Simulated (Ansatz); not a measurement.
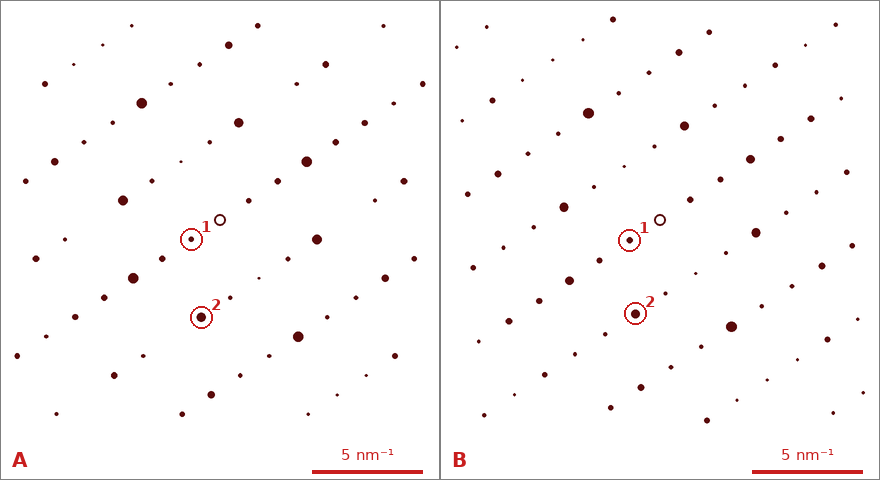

Kinematic electron diffraction patterns (300 kV, B = 0.5 Å², same scale) along [010] of the run's own cell, for the start and the end of one relaxation of Ti6Si2Ru with Ansatz, DFT, PAW plane waves, r2scan. k mesh 6×6×10. The start is a generated model structure, and the relaxation ends in the nearest stationary point of its symmetry, not necessarily the ground state. Spot 1 is -1 0 0 and spot 2 is -2 0 1 in both.

Start structure:

```yaml
crystal:
  lattice:
    - [3.46849, 6.00761, 0.00000]
    - [-3.46849, 6.00761, 0.00000]
    - [0.00000, 0.00000, 3.40420]
  atoms:
    - { symbol: Si, position: [0.33330, 0.33340, 0.50000] }
    - { symbol: Si, position: [0.66670, 0.66660, 0.50000] }
    - { symbol: Ti, position: [0.59960, 0.40040, 0.00000] }
    - { symbol: Ti, position: [0.40040, 0.00000, 0.00000] }
    - { symbol: Ti, position: [0.00000, 0.59960, 0.00000] }
    - { symbol: Ti, position: [0.24180, 0.75820, 0.50000] }
    - { symbol: Ti, position: [0.75820, 0.00000, 0.50000] }
    - { symbol: Ti, position: [0.00000, 0.24180, 0.50000] }
    - { symbol: Ru, position: [0.00000, 0.00000, 0.00000] }
```

**Which pattern belongs to the start structure, and which to the relaxed one?**

B is the start: its cell gives d(1) = 6.008 Å, d(2) = 2.252 Å and an angle of 41.4°. A is the relaxed structure, with d(1) = 6.266 Å (+4.3 %), d(2) = 2.208 Å (-2.0 %) and 45.2°.

**Name reflections whose intensity changes strongly on relaxation.**

3 0 1 fades out of sight; 1 0 0 goes from 11 to 5.2 % of the strongest spot; 3 0 0 goes from 50 to 90 % of the strongest spot.

**What did the relaxation do to the structure and the energy?**

The volume changed by -0.5 % to 15.68 Å³ an atom; with the mean shift removed, the atoms moved by up to 0.19 Å relative to the cell (Ti most); the space group stayed P-62m (No. 189); the free energy fell by 100 meV an atom. Relaxed cell: a = 7.236 Å, b = 7.236 Å, c = 3.112 Å, α = 90.00°, β = 90.00°, γ = 60.00°.
